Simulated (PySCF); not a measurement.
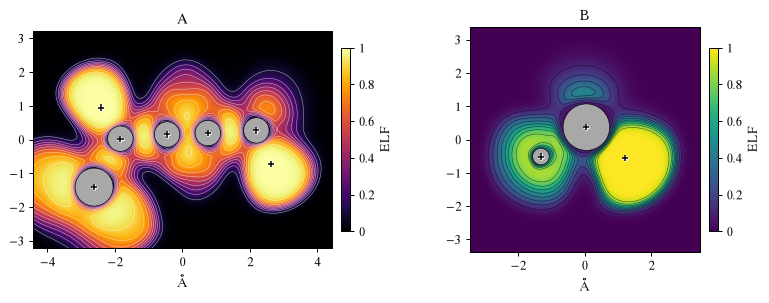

The ELF of 2 systems, each on a plane through atoms (crosses mark nuclei in the plane; grey discs cover the cores).

These are results of CAM-B3LYP/def2-SVPD, SCF density, gas phase (PySCF), not measurements.

System 1: C4H4S (SMILES CC#CC=S), the plane of atoms C3, C4 and H9. Geometry: GFN2-xTB.

```xyz
9

C    -1.8177    0.1270   -0.0985
C    -0.3913   -0.0123    0.0199
C     0.8056   -0.1551    0.1202
C     2.1875   -0.2428    0.2286
S     3.1822    1.0490    0.1637
H    -2.0960    1.1803   -0.0694
H    -2.3134   -0.4000    0.7172
H    -2.1504   -0.3037   -1.0435
H     2.6072   -1.2364    0.3638
```

System 2: FH3Si (monofluorosilane), the plane of atoms F1, Si2 and H5. Geometry: PBE0-D3(BJ)/def2-SVP.

```csv
atom,x (Å),y (Å),z (Å)
F,1.5551,0.0076,-0.3027
Si,-0.0482,0.0456,-0.0425
H,-0.5246,1.4443,-0.2269
H,-0.3160,-0.4130,1.3488
H,-0.7078,-0.8609,-1.0225
```

> Which map belongs to which system?

Panel A is system 1, C4H4S: the plane holds C, S and H. C–C (1.21 Å): the ELF peaks at about 0.85 between the atoms (a multiple bond). Panel B is system 2, FH3Si: the plane holds F, Si and H. Si–F (1.62 Å): the ELF peaks at about 0.85 in the valence shell of F, 0.6 Å from its nucleus, and is about 0.45 at the midpoint.
